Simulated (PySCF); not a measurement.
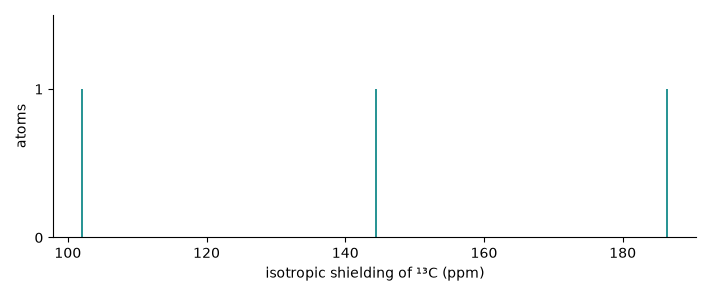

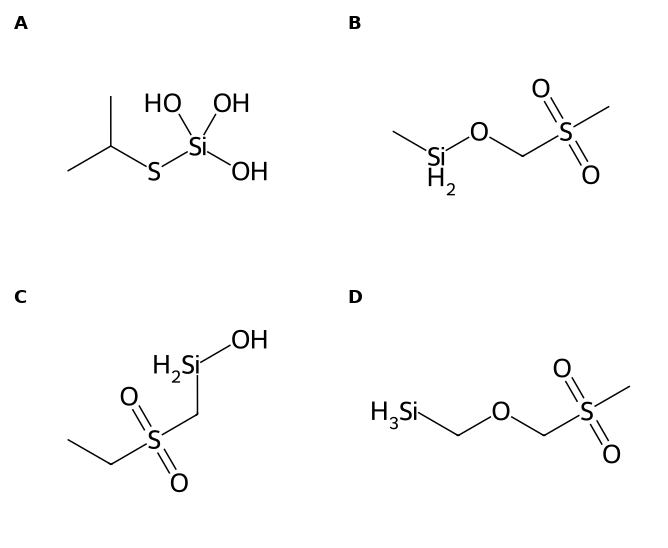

The sticks are computed shieldings of one of the molecules, for one fixed geometry (GFN2-xTB) without averaging over rotations. Low shielding means a high chemical shift. Method: GIAO PBE0/pcSseg-1 NMR shielding, non-relativistic, gas phase (PySCF 2.14.0).

### Which molecule gives this pattern?

B, `C[SiH2]OCS(C)(=O)=O`. Its 3 C atoms give lines at 102.1, 144.5, 186.4 ppm.

The geometry is semi-empirical. Around Si such bond lengths and angles can be off by a tenth of an ångström or more and by several degrees, and values that hang on the shape move with them.
